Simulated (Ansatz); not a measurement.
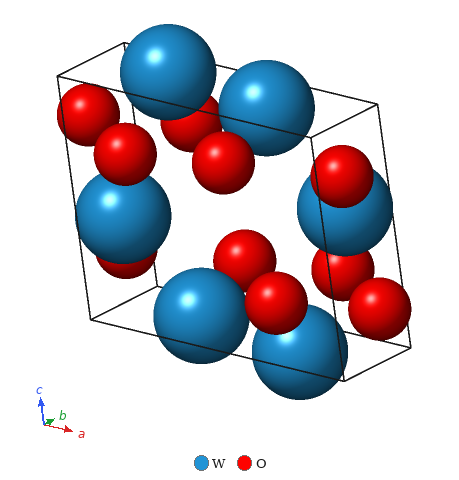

Crystal structure, spheres-only style, seen slightly off an axis. Lines trace the edges of the simulation cell.

```yaml
crystal:
  lattice:
    - [2.38405, 4.12929, 0.00000]
    - [-2.38405, 4.12929, 0.00000]
    - [0.00000, -2.75286, 4.33777]
  atoms:
    - { symbol: W, position: [0.35219, 0.35219, 0.05657] }
    - { symbol: W, position: [0.14781, 0.14781, 0.44343] }
    - { symbol: W, position: [0.64781, 0.64781, 0.94343] }
    - { symbol: W, position: [0.85219, 0.85219, 0.55657] }
    - { symbol: O, position: [0.94369, 0.55631, 0.75000] }
    - { symbol: O, position: [0.25000, 0.94369, 0.75000] }
    - { symbol: O, position: [0.55631, 0.25000, 0.75000] }
    - { symbol: O, position: [0.05631, 0.44369, 0.25000] }
    - { symbol: O, position: [0.75000, 0.05631, 0.25000] }
    - { symbol: O, position: [0.44369, 0.75000, 0.25000] }
```

Results below were computed with DFT, PAW plane waves, PBE (Ansatz 0.2.0); the settings were wavefunction cutoff 420 eV, a 7×7×7 grid in reciprocal space, Fermi-Dirac smearing of 0.1 eV, no spin polarisation. The pressure of the cell is 148 GPa.

What charge does Bader's analysis assign to each element?

Answer. W +1.94 e; O -1.29 e.

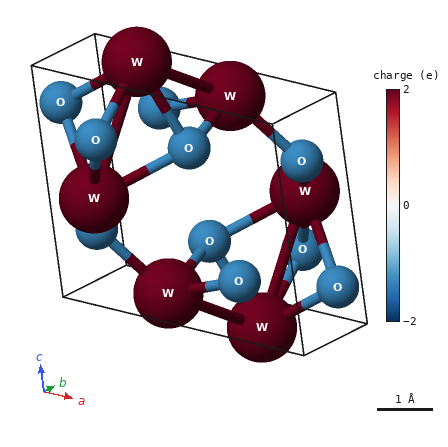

The atoms coloured by those charges.

The picture shows a generated cell, made by putting these elements into a known structure type (the compound may or may not exist in this form); the geometry isn't optimised. It went into a calculation with Ansatz.

At this level of theory the cell isn't at rest (compressed, at 148 GPa and forces up to 2.2 eV/Å), so its distances can differ from those at equilibrium, the more so the softer the solid.
